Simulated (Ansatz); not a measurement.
# Calculations on WSiH9

Part 1: Relaxation

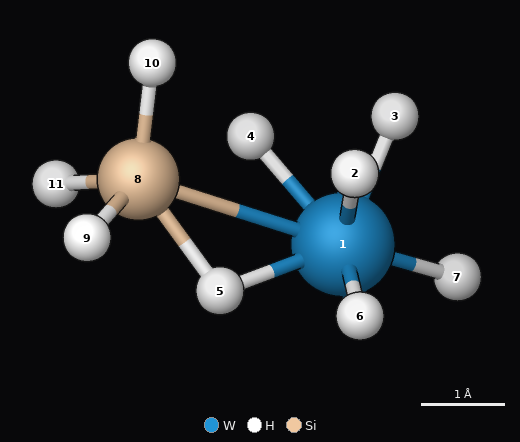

Starting structure of WSiH₉ (multiplicity 2). The picture is a ball-and-stick view, seen at a tilt.

The run prepares an end point of a later path (reaction) calculation, from a guessed geometry.

The calculation used Ansatz, UKS r2SCAN/def2-SVP.

Input
```yaml
crystal:
  periodic: [false, false, false]
  atoms:
    - { symbol: W, position_ang: [-0.137172, 0.060812, 0.174357] }
    - { symbol: H, position_ang: [1.026501, -0.918035, 0.951995] }
    - { symbol: H, position_ang: [1.479128, 0.498808, 0.130951] }
    - { symbol: H, position_ang: [0.45801, 1.023114, 1.478938] }
    - { symbol: H, position_ang: [-1.07406, -0.478652, 1.623361] }
    - { symbol: H, position_ang: [-0.442264, -1.5853, 0.330553] }
    - { symbol: H, position_ang: [-0.111756, 0.405357, -1.567588] }
    - { symbol: Si, position_ang: [-0.308075, 0.195001, 2.963075] }
    - { symbol: H, position_ang: [-0.908954, -0.927608, 3.763467] }
    - { symbol: H, position_ang: [1.094578, 0.299919, 3.466137] }
    - { symbol: H, position_ang: [-1.075935, 1.426584, 3.316953] }
magnetization:
  spin_polarized: true
  initial_magnetization: 1
basis:
  gaussian: { orbitals: def2-SVP }
hamiltonian:
  xc: r2scan
relax:
  f_tol: 0.03
  max_steps: 50
output:
  orbitals: {}
```

Launched with:
```bash
ansatz run input.yaml --threads 4 --pin off --max-ram 5120MiB --backend cpu --events-out ev --progress --plain --runs-dir out
```

Q: Predict the outcome.

A: The energy falls by 10.1 kJ/mol in 12 accepted moves (14 points after the start). Largest force component: 0.33 eV/Å at the start, 0.012 eV/Å at the end. The line search rejected the trial steps at points 4, 11 of the run. The largest move after the best rigid fit is that of H2, 0.63 Å. Largest moves by element: H 0.63 Å, Si 0.24 Å, W 0.09 Å. Among the contacts that change: H2–Si8 2.658 → 1.831 Å, H5–Si8 1.684 → 1.869 Å, W1–Si8 2.797 → 2.706 Å, W1–H5 1.808 → 1.724 Å. Among the angles between lasting bonds that change: W1–Si8–H9 121.3° → 113.4°, W1–Si8–H10 106.4° → 113.1°, H10–Si8–H11 110.2° → 105.8°. Cost: 56 s on 4 threads of Arm Neoverse V2, on a shared host, peak memory 0.25 GiB.

History of the run:

```tsv
step	E − E(0), kJ/mol	largest force component, eV/Å	note
0	0.00	0.3264	
1	-0.98	0.2132	
2	-1.80	0.0860	
3	-1.91	0.0336	
4	-1.89	0.1937	rejected
5	-2.29	0.0355	
6	-3.05	0.0749	
7	-3.55	0.1408	
8	-4.12	0.4398	
9	-6.05	0.2745	
10	-8.86	0.2217	
11	-8.52	0.6922	rejected
12	-9.70	0.0329	
13	-9.89	0.1244	
14	-10.11	0.0124
```

The structure at the end:

```xyz
11

W    -0.0624    0.0773    0.1326
H     0.6837   -0.7839    1.4632
H     1.5759    0.2771    0.4465
H     0.2869    1.2198    1.3718
H    -1.2483   -0.1211    1.3685
H    -0.4911   -1.5184    0.4395
H    -0.1859    0.2688   -1.6534
Si   -0.1188    0.1219    2.8375
H    -0.5991   -1.1605    3.4448
H     1.2133    0.4337    3.4477
H    -1.0542    1.1853    3.3333
```

The end point in the same view:

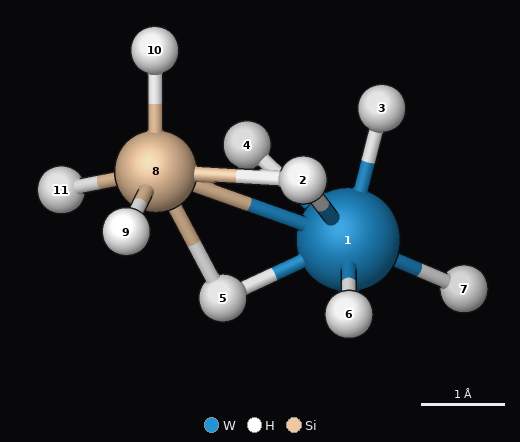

Part 2: Relaxation

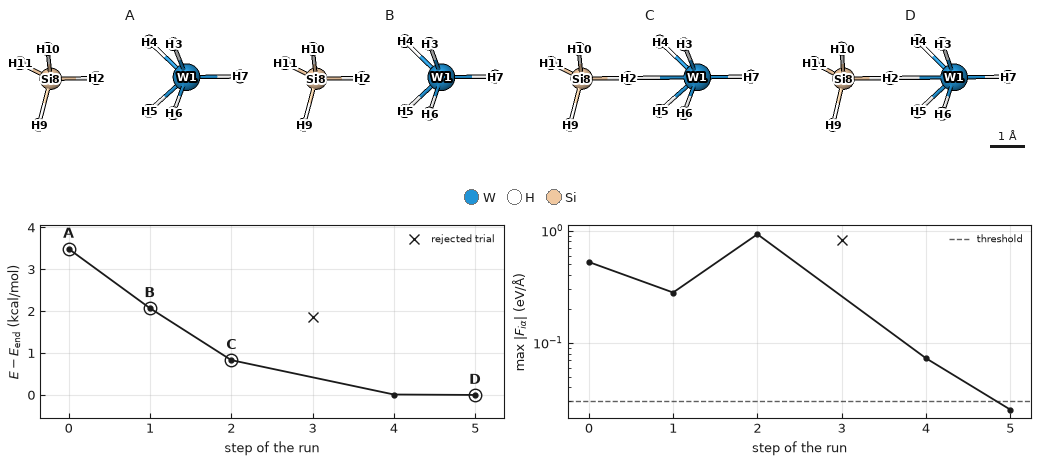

Frames of a relaxation of WSiH9 (multiplicity 2), marked on the history of the run. A ball-and-stick model, seen at a tilt.

The run prepares an end point of a later path (reaction) calculation, from a guessed geometry.

Computed with UKS r2SCAN/def2-SVP in Ansatz 0.2.0. Set-up: collinear spin; force threshold 0.03 eV/Å; at most 50 steps.

Q: What happens along the run?

A: After 4 accepted moves (5 points after the start) the energy has fallen by 3.49 kcal/mol. Largest force component: 0.52 eV/Å at the start, 0.025 eV/Å at the end. The line search rejected the trial step at point 3 of the run. The largest moves after the best rigid fit, 0.45 Å, are those of H2, H9, H10 and H11. Largest moves by element: H 0.45 Å, Si 0.42 Å, W 0.40 Å. Among the contacts that change: W1–H2 2.917 → 2.065 Å, W1–Si8 4.389 → 3.572 Å, H2–Si8 1.472 → 1.507 Å, W1–H7 1.730 → 1.747 Å. New bonds form, among them: W1–H2 (2.92 → 2.07 Å). Bond angles that change, for instance: H3–W1–H5 122.2° → 125.1°. From step 0 to 1: H2 moves most (0.19 Å), energy −1.42 kcal/mol. From step 1 to 2: H atoms move most (0.19 Å), energy −1.24 kcal/mol. From step 2 to 5: W1 moves most (0.10 Å), energy −0.83 kcal/mol.

```json
{"step": "0", "E − E(0), kcal/mol": "0.00", "largest force component, eV/Å": "0.5249", "note": ""}
{"step": "1", "E − E(0), kcal/mol": "-1.42", "largest force component, eV/Å": "0.2806", "note": ""}
{"step": "2", "E − E(0), kcal/mol": "-2.66", "largest force component, eV/Å": "0.9286", "note": ""}
{"step": "3", "E − E(0), kcal/mol": "-1.64", "largest force component, eV/Å": "0.8175", "note": "rejected"}
{"step": "4", "E − E(0), kcal/mol": "-3.48", "largest force component, eV/Å": "0.0729", "note": ""}
{"step": "5", "E − E(0), kcal/mol": "-3.49", "largest force component, eV/Å": "0.0254", "note": ""}
```

Limits of the set-up: the start holds two separate molecules, 2.6 Å apart at their closest, whose relative position is a soft coordinate and is computed without a dispersion correction.

Part 3: Path

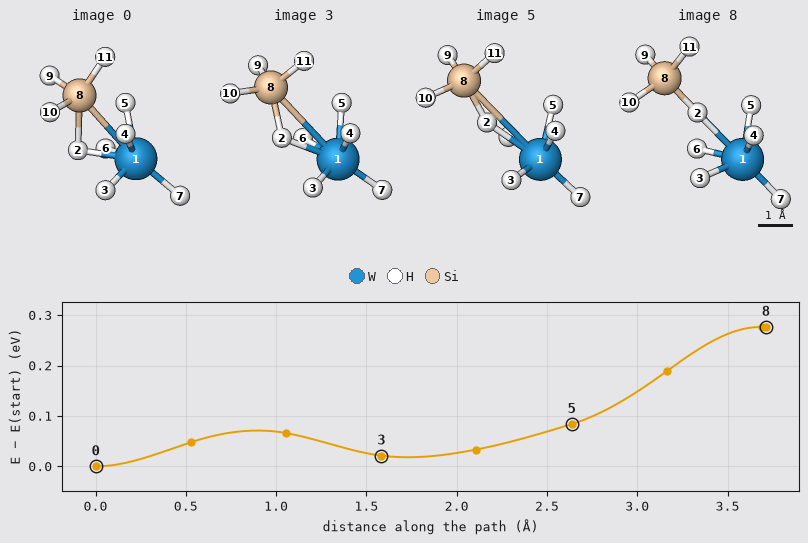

A nudged-elastic-band calculation for WSiH$_{9}$ (multiplicity 2). Images are numbered from 0 (start) to 8 (end). Style: ball-and-stick. Shown from a free direction.

All numbers below come from UKS r2SCAN/def2-SVP in Ansatz. Run with 7 movable images; climbing image; force threshold 0.03 eV/Å; iteration limit 60; starting path through a guess of the saddle point.

Read off the barrier and say what moves.

No bond forms or breaks between the ends. Relative to the start the highest point is image 8 at +0.277 eV and the end lies at +0.277 eV, but the profile dips to +0.021 eV at image 3 on the way, so there is an intermediate minimum on the way. The band converged in 24 iterations. The largest component of the band force went from 10 to 0.021 eV/Å.

Cost: 11 min on 4 threads of Arm Neoverse V2 (shared host), peak memory 0.33 GiB.
